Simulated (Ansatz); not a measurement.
The starting structures come from a database of crystals and need not be the phases stable at ambient conditions.

 Where the default PAW files enter, the runs use the earlier of Ansatz's two default sets.

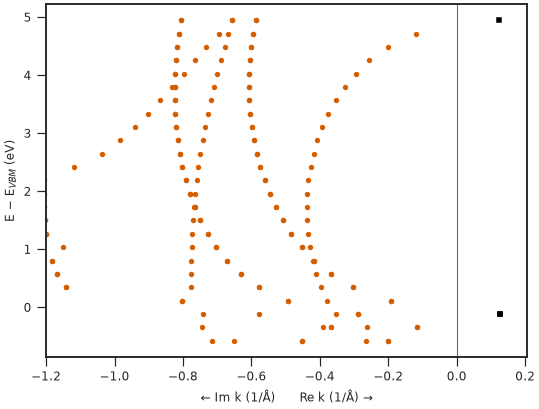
*Complex bands at the centre of the two-dimensional zone; PBEsol (Ansatz, a quantum-chemistry and plane-wave program)*

The gap is the functional's own. No spin-orbit coupling. Mid-gap values are interpolated on the energy grid.

Question: This is BaAl2(SiO4)2 (P-3, not sure to be the ambient phase, 13 atoms a cell, 15.2 Å³ an atom, -3 GPa at this level) along the normal of (001). Read off the slowest decay at the centre of the two-dimensional zone at 2.42 eV, the computed energy nearest the middle of the gap.

Answer: κ ≈ 0.43 1/Å, a decay length 1/(2κ) of the density of 1.2 Å.
